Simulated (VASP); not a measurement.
Band structure of Nb (bcc). Calculation: r2SCAN meta-GGA, VASP's PBE PAW potentials (set 64) (plane waves; VASP 6.6.1).

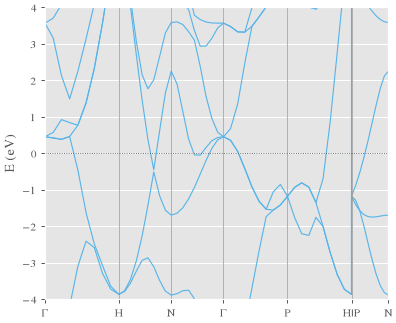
*Bands along high-symmetry lines, zero at the valence-band maximum or, without a gap, the Fermi level*

**Question.** Read the plot: is there a gap, and where are the band edges?

**Answer.** It has no gap at this level: it comes out as a metal or semimetal.

The compound is Nb in the bcc structure. It was relaxed first.
